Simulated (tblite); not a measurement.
## Geometry relaxation of C5H10BCl2Ga

The run: geometry relaxation of C5H10BCl2Ga, SMILES C#[C][Ga-]1([CH2]CC)[Cl+][BH2-][Cl+]1. Method and program: GFN2-xTB geometry optimisation, gas phase (tblite 0.8.0).

It belongs to a series of runs on one base structure; here: H on C replaced by C2H5.

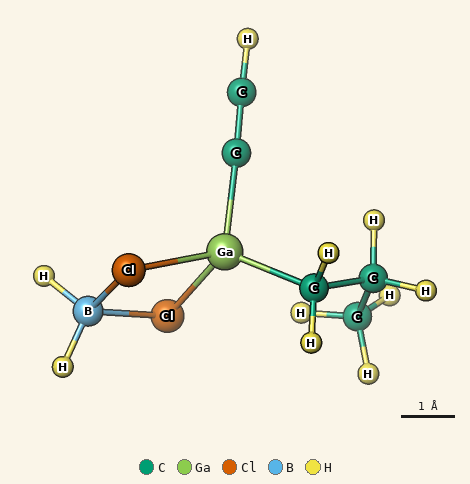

The starting structure (ball-and-stick view, seen at a tilt). Sticks mark near contacts.

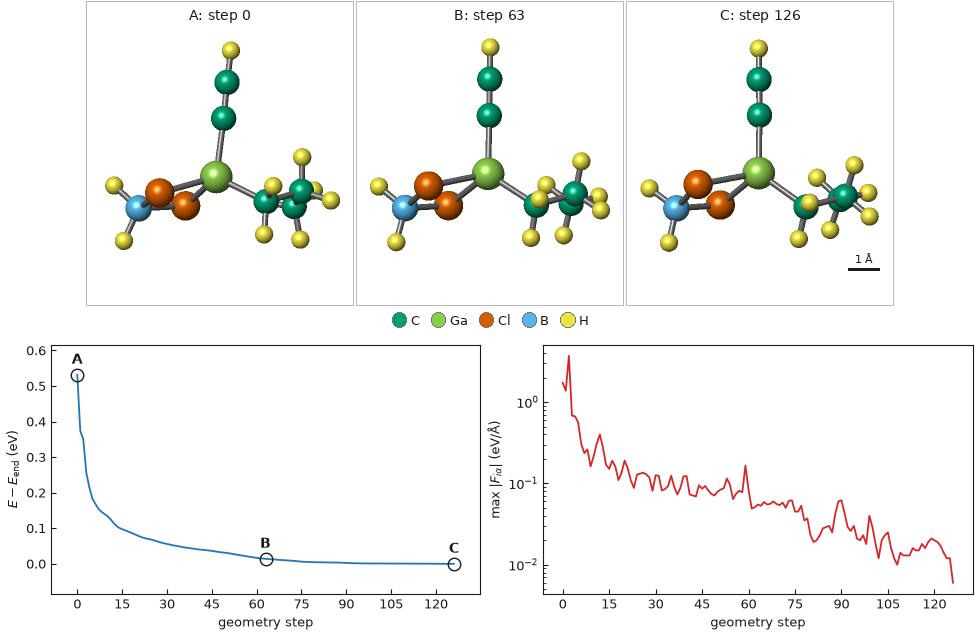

Frames of the relaxation (ball-and-stick view, seen at a tilt) above the curves, on which the letters mark them (steps are counted from 0).

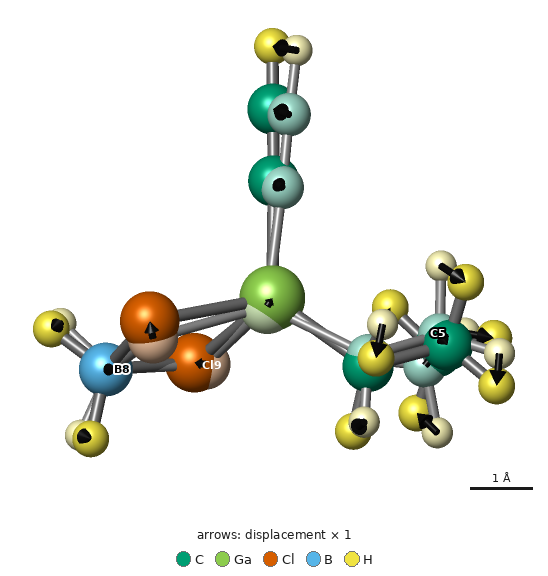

Start (faint) and end (solid) with the displacements as black arrows, at true length (ball-and-stick view, seen at a tilt). The two geometries are laid on each other by the best rigid fit. The largest move after the best rigid fit is that of H15, 0.95 Å. By element the largest moves are H 0.95 Å, C 0.46 Å, Cl 0.29 Å, B 0.19 Å, Ga 0.15 Å. Among the contacts that change: Ga3–Cl9 2.168 → 2.320 Å, Ga3–Cl7 2.189 → 2.316 Å, Ga3–C4 1.974 → 2.042 Å, C5–C6 1.481 → 1.523 Å. Among the angles that change: C2–Ga3–C4 110.4° → 127.0°, H18–B8–H19 108.0° → 116.5°, C2–Ga3–Cl7 113.8° → 106.3°. After 126 geometry steps the energy has fallen by 0.532 eV. Largest force component: 1.7 eV/Å at the start, 0.006 eV/Å at the end. (Atoms are counted from 1 in the order of the input.)

The input and output of the run follow.

Input file:
```
{"job": {"kind": "relax", "xc": "GFN2-xTB", "basis": "xTB"}, "charge": 0, "multiplicity": 1}
C      0.616200     3.268200    -0.258500
C      0.665800     2.066200    -0.285500
Ga     0.807400     0.103300    -0.323800
C     -0.753800    -0.680700    -1.242100
C     -2.027300    -0.185200    -0.586300
C     -2.059300    -0.561300     0.845600
Cl     2.774800    -0.627200    -0.946900
B      3.140400    -1.007900     0.843900
Cl     1.450300    -0.734200     1.569200
H      0.546100     4.329200    -0.245800
H     -0.780500    -0.256700    -2.278600
H     -0.728200    -1.783600    -1.353300
H     -2.934500    -0.476500    -1.155600
H     -1.978200     0.937800    -0.629600
H     -1.085600    -0.454500     1.366200
H     -2.339500    -1.635600     0.912700
H     -2.784200     0.078000     1.414900
H      3.912000    -0.261500     1.370000
H      3.548200    -2.108600     0.975900
```

The first line tells a small driver script what to run in tblite; the rest is the geometry in Å.

Command:
```bash
OMP_NUM_THREADS=1 python <driver script> task.json out
```

What the program printed:
```
step      E/eV     max force
  0    -744.67153    2.121
  1    -744.82995    1.400
  2    -744.85233    3.711
  3    -744.94618    0.689
  4    -744.98671    0.694
  5    -745.01873    0.585
  6    -745.03383    0.371
  7    -745.04766    0.238
  8    -745.05637    0.267
  9    -745.06259    0.205
 10    -745.06839    0.299
 11    -745.07682    0.343
 12    -745.08689    0.408
 13    -745.09604    0.282
 14    -745.10201    0.185
 15    -745.10573    0.174
 16    -745.10895    0.202
 17    -745.11234    0.180
 18    -745.11579    0.145
 19    -745.11933    0.143
 20    -745.12308    0.192
 21    -745.12677    0.154
 22    -745.12967    0.112
 23    -745.13174    0.095
 24    -745.13354    0.128
 25    -745.13559    0.132
 26    -745.13813    0.149
 27    -745.14091    0.136
 28    -745.14343    0.127
 29    -745.14551    0.100
 30    -745.14739    0.127
 31    -745.14929    0.124
 32    -745.15108    0.099
 33    -745.15259    0.092
 34    -745.15406    0.093
 35    -745.15568    0.124
 36    -745.15721    0.092
 37    -745.15851    0.085
 38    -745.15967    0.088
 39    -745.16083    0.124
 40    -745.16199    0.125
 41    -745.16311    0.094
 42    -745.16397    0.075
 43    -745.16481    0.076
 44    -745.16564    0.101
 45    -745.16685    0.091
 46    -745.16816    0.094
 47    -745.16950    0.086
 48    -745.17063    0.078
 49    -745.17165    0.077
 50    -745.17272    0.085
 51    -745.17392    0.088
 52    -745.17532    0.099
 53    -745.17685    0.124
 54    -745.17833    0.101
 55    -745.17971    0.087
 56    -745.18103    0.098
 57    -745.18245    0.118
 58    -745.18391    0.104
 59    -745.18518    0.172
 60    -745.18646    0.098
 61    -745.18767    0.060
 62    -745.18840    0.065
 63    -745.18919    0.067
 64    -745.18982    0.059
 65    -745.19048    0.060
 66    -745.19111    0.071
 67    -745.19175    0.079
 68    -745.19235    0.071
 69    -745.19293    0.066
 70    -745.19347    0.076
 71    -745.19403    0.081
 72    -745.19461    0.073
 73    -745.19539    0.065
 74    -745.19630    0.065
 75    -745.19713    0.055
 76    -745.19764    0.049
 77    -745.19797    0.055
 78    -745.19827    0.041
 79    -745.19869    0.040
 80    -745.19890    0.024
 81    -745.19899    0.021
 82    -745.19906    0.021
 83    -745.19916    0.025
 84    -745.19931    0.030
 85    -745.19948    0.035
 86    -745.19962    0.036
 87    -745.19976    0.029
 88    -745.19998    0.043
 89    -745.20033    0.062
 90    -745.20078    0.066
 91    -745.20118    0.050
 92    -745.20146    0.035
 93    -745.20166    0.031
 94    -745.20183    0.030
 95    -745.20197    0.024
 96    -745.20206    0.022
 97    -745.20212    0.025
 98    -745.20218    0.018
 99    -745.20223    0.041
100    -745.20226    0.030
101    -745.20228    0.020
102    -745.20231    0.013
103    -745.20235    0.021
104    -745.20238    0.023
105    -745.20242    0.025
106    -745.20245    0.017
107    -745.20248    0.013
108    -745.20250    0.011
109    -745.20253    0.015
110    -745.20256    0.016
111    -745.20260    0.013
112    -745.20264    0.015
113    -745.20268    0.018
114    -745.20271    0.017
115    -745.20275    0.015
116    -745.20281    0.019
117    -745.20287    0.019
118    -745.20292    0.020
119    -745.20297    0.021
120    -745.20303    0.020
121    -745.20309    0.021
122    -745.20315    0.019
123    -745.20319    0.016
124    -745.20322    0.013
125    -745.20324    0.013
126    -745.20325    0.009
```

Trajectory as extended XYZ (Å, eV, eV/Å), 5 of the 127 frames kept, from step=0 to step=126:
```
19
Properties=species:S:1:pos:R:3:forces:R:3 step=0 energy=-744.67153
C     0.6162    3.2682   -0.2585   -0.0460   0.7220   0.0070
C     0.6658    2.0662   -0.2855    0.2380  -0.3090   0.1480
Ga    0.8074    0.1033   -0.3238   -0.5730   0.8150  -0.3940
C    -0.7538   -0.6807   -1.2421   -0.2570  -0.4700  -1.4190
C    -2.0273   -0.1852   -0.5863   -0.0150   1.5710  -0.8370
C    -2.0593   -0.5613    0.8456   -0.9990  -0.7240   1.7250
Cl    2.7748   -0.6272   -0.9469    0.9220  -0.0970  -0.2370
B     3.1404   -1.0079    0.8439    0.6850   0.0090   0.4770
Cl    1.4503   -0.7342    1.5692    0.4180  -0.4450   0.9650
H     0.5461    4.3292   -0.2458    0.0120  -0.2800  -0.0090
H    -0.7805   -0.2567   -2.2786    0.1890  -0.4530   0.2880
H    -0.7282   -1.7836   -1.3533   -0.1860   0.3060   0.0390
H    -2.9345   -0.4765   -1.1556    0.3980  -0.0650   0.4510
H    -1.9782    0.9378   -0.6296   -0.1200  -0.5810  -0.1100
H    -1.0856   -0.4545    1.3662   -0.4040   0.1470  -0.4090
H    -2.3395   -1.6356    0.9127    0.0240   0.6400   0.3080
H    -2.7842    0.0780    1.4149    0.4110  -0.7880  -0.4340
H     3.9120   -0.2615    1.3700   -0.2780   0.1940  -0.4140
H     3.5482   -2.1086    0.9759   -0.4180  -0.1910  -0.1470
19
Properties=species:S:1:pos:R:3:forces:R:3 step=32 energy=-745.15108
C     0.6979    3.2926   -0.2002    0.0140   0.0820   0.0310
C     0.8040    2.0913   -0.2295   -0.0070  -0.0280   0.0430
Ga    0.8032    0.1278   -0.3587   -0.0160   0.0080   0.0120
C    -0.8302   -0.7225   -1.2503    0.0630   0.0030   0.0150
C    -2.0986   -0.1336   -0.6270   -0.0070  -0.0070  -0.0200
C    -2.2156   -0.5451    0.8316   -0.0070  -0.0310   0.0400
Cl    2.9689   -0.4794   -0.9340   -0.0280  -0.0340  -0.0240
B     3.3141   -1.0112    0.8376    0.0170  -0.0010   0.0050
Cl    1.6423   -0.7189    1.6333   -0.0080   0.0100   0.0060
H     0.6285    4.3445   -0.1574    0.0100   0.0160  -0.0100
H    -0.7976   -0.5010   -2.3248   -0.0400  -0.0290   0.0270
H    -0.8447   -1.8131   -1.1417    0.0280   0.0050  -0.0440
H    -2.9741   -0.4802   -1.1807   -0.0560  -0.0460  -0.0190
H    -2.0852    0.9596   -0.6879    0.0810   0.0260  -0.0510
H    -1.3522   -0.1715    1.3931    0.0270   0.0580   0.0070
H    -2.2322   -1.6288    0.9142   -0.0070  -0.0780   0.0420
H    -3.1182   -0.1505    1.2901   -0.0320   0.0390  -0.0220
H     4.1155   -0.2870    1.3125   -0.0320  -0.0130   0.0020
H     3.5644   -2.1637    0.8724   -0.0010   0.0190  -0.0390
19
Properties=species:S:1:pos:R:3:forces:R:3 step=63 energy=-745.18919
C     0.8231    3.3815   -0.0074   -0.0080  -0.0550  -0.0050
C     0.7688    2.1747    0.0000    0.0150   0.0460  -0.0470
Ga    0.7377    0.2192   -0.2534    0.0150   0.0290   0.0220
C    -0.7765   -0.7905   -1.1707   -0.0150  -0.0060  -0.0240
C    -2.1357   -0.2683   -0.7050   -0.0170  -0.0060   0.0160
C    -2.2767   -0.4451    0.8001    0.0000   0.0090   0.0400
Cl    2.8370   -0.4050   -1.0108    0.0230   0.0090   0.0090
B     3.2848   -1.0222    0.7101   -0.0290   0.0220  -0.0300
Cl    1.6766   -0.7391    1.6350   -0.0180  -0.0110   0.0080
H     0.8620    4.4368    0.0088   -0.0010  -0.0310   0.0370
H    -0.6848   -0.6927   -2.2581   -0.0170   0.0140  -0.0410
H    -0.6998   -1.8613   -0.9458    0.0280  -0.0170   0.0020
H    -2.9387   -0.8041   -1.2195   -0.0100  -0.0330   0.0030
H    -2.2333    0.7931   -0.9587    0.0180   0.0030   0.0140
H    -1.5041    0.1463    1.3104   -0.0090   0.0040  -0.0060
H    -2.1388   -1.4925    1.0697   -0.0270   0.0310   0.0210
H    -3.2509   -0.1161    1.1569    0.0220  -0.0030  -0.0360
H     4.1200   -0.3294    1.1666    0.0380   0.0020   0.0130
H     3.5195   -2.1760    0.6643   -0.0090  -0.0060   0.0060
19
Properties=species:S:1:pos:R:3:forces:R:3 step=94 energy=-745.20183
C     0.8530    3.3989    0.1153    0.0000  -0.0300  -0.0030
C     0.7663    2.2054   -0.0456    0.0120   0.0250   0.0040
Ga    0.7287    0.2552   -0.3226   -0.0170  -0.0130   0.0070
C    -0.7678   -0.8438   -1.1785   -0.0020   0.0130   0.0190
C    -2.1461   -0.3569   -0.7266    0.0070  -0.0010  -0.0090
C    -2.2601   -0.3643    0.7918    0.0060   0.0020  -0.0270
Cl    2.8554   -0.3319   -1.0315    0.0020  -0.0070  -0.0070
B     3.2504   -1.0158    0.6757    0.0200  -0.0070  -0.0010
Cl    1.6414   -0.7018    1.5872   -0.0040   0.0090   0.0010
H     0.9216    4.4425    0.2579   -0.0120  -0.0070   0.0010
H    -0.7000   -0.8096   -2.2722    0.0010  -0.0110   0.0010
H    -0.6303   -1.8928   -0.8844    0.0020  -0.0060  -0.0130
H    -2.9253   -0.9958   -1.1546    0.0120  -0.0030  -0.0090
H    -2.3112    0.6602   -1.0964   -0.0060   0.0140   0.0130
H    -1.5006    0.3019    1.2213    0.0020   0.0120  -0.0010
H    -2.0966   -1.3687    1.1802    0.0030   0.0000   0.0170
H    -3.2406   -0.0200    1.1122    0.0000  -0.0010   0.0100
H     4.1132   -0.3755    1.1618   -0.0190  -0.0040   0.0050
H     3.4387   -2.1780    0.6015   -0.0060   0.0160  -0.0090
19
Properties=species:S:1:pos:R:3:forces:R:3 step=126 energy=-745.20325
C     0.8152    3.3788    0.1378    0.0000  -0.0010   0.0000
C     0.7669    2.1866   -0.0446    0.0000   0.0020  -0.0010
Ga    0.7316    0.2386   -0.3325   -0.0010   0.0020   0.0040
C    -0.7679   -0.8494   -1.1906    0.0010  -0.0060  -0.0030
C    -2.1414   -0.3570   -0.7311    0.0000   0.0000   0.0010
C    -2.2316   -0.3273    0.7886    0.0000   0.0010   0.0060
Cl    2.8575   -0.3529   -1.0348    0.0050   0.0050  -0.0060
B     3.2464   -1.0263    0.6773    0.0060  -0.0040   0.0040
Cl    1.6302   -0.7189    1.5803    0.0000  -0.0020   0.0000
H     0.8549    4.4213    0.2972   -0.0020  -0.0010  -0.0010
H    -0.7045   -0.8159   -2.2847   -0.0020   0.0000   0.0020
H    -0.6354   -1.9005   -0.9010    0.0020   0.0000   0.0010
H    -2.9221   -1.0099   -1.1338   -0.0020   0.0010  -0.0040
H    -2.3177    0.6515   -1.1192    0.0000   0.0000  -0.0010
H    -1.4887    0.3766    1.1866   -0.0010   0.0010  -0.0020
H    -2.0279   -1.3138    1.2044   -0.0010  -0.0010  -0.0030
H    -3.2175   -0.0069    1.1175    0.0000   0.0020   0.0020
H     4.0998   -0.3787    1.1690   -0.0030   0.0000  -0.0010
H     3.4424   -2.1867    0.6060   -0.0030   0.0000   0.0010
```

Summary:

- outcome: converged
- total energy: −745.2033 eV
- hardware: 1 CPU thread, shared host
- wall time: 2.4 s
- peak memory: 0.18 GiB
